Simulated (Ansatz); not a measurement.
# CH5AlOS: rigid scan of one bond length in Python

How does the energy of CH5AlOS change as one bond is stretched? The task is a rigid scan of one bond length, for CH5AlOS. SMILES: [CH3][Al]([OH])[SH].

Program: the Python package of Ansatz 0.2.0. Level of theory: r2SCAN/6-31G*. These are calculated values, not measurements.

## (1) The structure

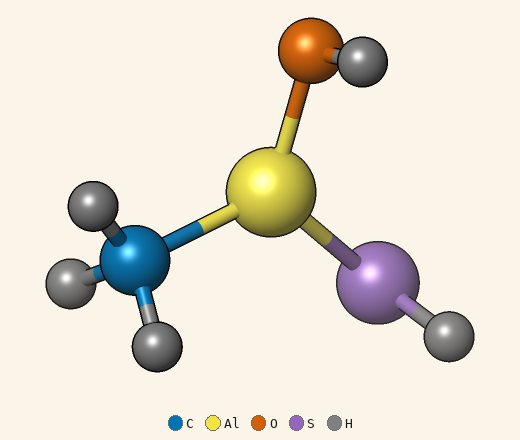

The structure that the script starts from, seen from a chosen angle (carbon blue, aluminium yellow, oxygen orange, sulfur purple, hydrogen grey).

No structure file is read: the coordinates are typed or built in the script.

## (2) The code

The input, ch5alos_scan.py:

```python
"""Potential curve of CH5AlOS along one bond."""

import ansatz as az
import matplotlib.pyplot as plt
import numpy as np

BASIS = "6-31G*"
XC = "r2scan"

GEOMETRY = """
C    -0.00440    0.74550   -1.23680
Al   -0.06930   -0.57180    0.20450
O     1.33710   -1.68760    0.41270
S    -1.77370   -0.70960    1.59320
H    -0.90640    0.60160   -1.94870
H    -0.14100    1.81970   -0.80750
H     0.92380    0.71730   -1.81260
H     2.00590   -1.18690    1.04270
H    -1.28360    0.22550    2.53540
"""


def main() -> None:
    molecule = az.Crystal.molecule()
    for line in GEOMETRY.strip().splitlines():
        symbol, *xyz = line.split()
        molecule = molecule.atom(symbol, [float(v) for v in xyz])

    symbols = [site.symbol for site in molecule.cartesian_sites]
    start = np.array([site.position_ang for site in molecule.cartesian_sites])
    axis = (start[7] - start[2]) / np.linalg.norm(start[7] - start[2])
    moving = [7]
    lengths, energies = [0.921, 0.963, 1.005, 1.046, 1.088, 1.13, 1.172, 1.235], []
    for length in lengths:
        xyz = start.copy()
        xyz[moving] += (length - np.linalg.norm(start[7] - start[2])) * axis
        point = az.Crystal.molecule()
        for symbol, xyz in zip(symbols, xyz):
            point = point.atom(symbol, xyz.tolist())
        calc = point.calculation().basis(gaussian=BASIS).functional(XC)
        summary = calc.run().report
        energies.append(summary["free_energy_ev"])
        print(f"r = {length:6.3f} A  E = {energies[-1]:.5f} eV  <S^2> = {abs(summary['mean_field']['state']['spin_squared']):.3f}")

    # quartic fit about the minimum
    fit = np.polynomial.Polynomial.fit(lengths, np.array(energies) - min(energies), 4).convert()
    roots = [r.real for r in fit.deriv().roots() if abs(r.imag) < 1e-9 and fit.deriv(2)(r.real) > 0]
    r_e = min(roots, key=lambda r: abs(r - lengths[int(np.argmin(energies))]))
    print(f"minimum of the fit at {r_e:.4f} A, force constant {fit.deriv(2)(r_e):.2f} eV/A^2")
    plt.figure(figsize=(4.5, 3))
    plt.plot(lengths, np.array(energies) - min(energies), "o-")
    plt.xlabel("bond length (A)")
    plt.ylabel("E - E(min) (eV)")
    plt.tight_layout()
    plt.savefig("scan.png", dpi=100)


if __name__ == "__main__":
    main()
```

## (3) The calls as engine input

The engine receives this input (first run):

```yaml
crystal:
  periodic: [false, false, false]
  atoms:
    - { symbol: C, position_ang: [-0.0044, 0.7455, -1.2368] }
    - { symbol: Al, position_ang: [-0.0693, -0.5718, 0.2045] }
    - { symbol: O, position_ang: [1.3371, -1.6876, 0.4127] }
    - { symbol: S, position_ang: [-1.7737, -0.7096, 1.5932] }
    - { symbol: H, position_ang: [-0.9064, 0.6016, -1.9487] }
    - { symbol: H, position_ang: [-0.141, 1.8197, -0.8075] }
    - { symbol: H, position_ang: [0.9238, 0.7173, -1.8126] }
    - { symbol: H, position_ang: [1.9257672441781313, -1.2468917327153255, 0.9672160942467445] }
    - { symbol: H, position_ang: [-1.2836, 0.2255, 2.5354] }
basis:
  gaussian:
    orbitals: "6-31G*"
hamiltonian:
  xc: r2scan
```

## (4) The run

The run is started by

```
> python ch5alos_scan.py
```

Log:

```text
r =  0.921 A  E = -20595.68118 eV  <S^2> = 0.000
r =  0.963 A  E = -20595.74934 eV  <S^2> = 0.000
r =  1.005 A  E = -20595.72514 eV  <S^2> = 0.000
r =  1.046 A  E = -20595.63534 eV  <S^2> = 0.000
r =  1.088 A  E = -20595.49355 eV  <S^2> = 0.000
r =  1.130 A  E = -20595.31525 eV  <S^2> = 0.000
r =  1.172 A  E = -20595.11124 eV  <S^2> = 0.000
r =  1.235 A  E = -20594.77457 eV  <S^2> = 0.000
minimum of the fit at 0.9716 A, force constant 48.83 eV/A^2
```

Wall time 18 s (1 thread of Intel Xeon 6975P-C (Granite Rapids), shared host); peak memory 0.24 GiB.

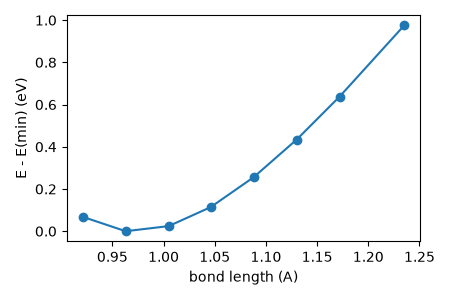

The script's own figure, scan.png.

## (5) Inputs of later runs

The engine's inputs for some of the other runs:

Run 2, against run 1:

```diff
@@ -11 +11 @@
-    - { symbol: H, position_ang: [1.9257672441781313, -1.2468917327153255, 0.9672160942467445] }
+    - { symbol: H, position_ang: [1.952612004498958, -1.2267942873016922, 0.9925034731374754] }
```

Run 7, against run 1:

```diff
@@ -11 +11 @@
-    - { symbol: H, position_ang: [1.9257672441781313, -1.2468917327153255, 0.9672160942467445] }
+    - { symbol: H, position_ang: [2.0861966451430725, -1.1267855708386119, 1.1183382871413512] }
```

Run 8, against run 1:

```diff
@@ -11 +11 @@
-    - { symbol: H, position_ang: [1.9257672441781313, -1.2468917327153255, 0.9672160942467445] }
+    - { symbol: H, position_ang: [2.126463785624313, -1.0966394027181616, 1.156269355477448] }
```

## (6) Run by run

The 8 runs, in the order started:

| run | distance (Å) | energy from run 2 (eV) | SCF cycles | CPU time (s) |
| --- | --- | --- | --- | --- |
| 1 | 0.92 | 0.0682 | 18 | 2.4 |
| 2 | 0.96 | 0.0000 | 18 | 2.3 |
| 3 | 1.00 | 0.0242 | 18 | 2.1 |
| 4 | 1.05 | 0.1140 | 17 | 2.1 |
| 5 | 1.09 | 0.2558 | 16 | 2.3 |
| 6 | 1.13 | 0.4341 | 16 | 1.9 |
| 7 | 1.17 | 0.6381 | 16 | 1.9 |
| 8 | 1.24 | 0.9748 | 17 | 1.9 |

## (7) Outcome

```
                        quantity     value
bond length at the fit's minimum  0.9716 Å
                   runs compared         8
                 range of energy  0.975 eV
      lowest point, distance (Å)      0.96
```

What this shows: The lowest point, at 0.96, lies inside the range. The ends stand 0.0682 and 0.975 eV above it. The distance scanned is the script's pair 2, 7. Total energies depend on the basis set; only differences at equal settings carry meaning. The rest of the molecule is held rigid at a force-field or estimated start geometry, and the basis set is modest; single-reference methods fail as a bond breaks.
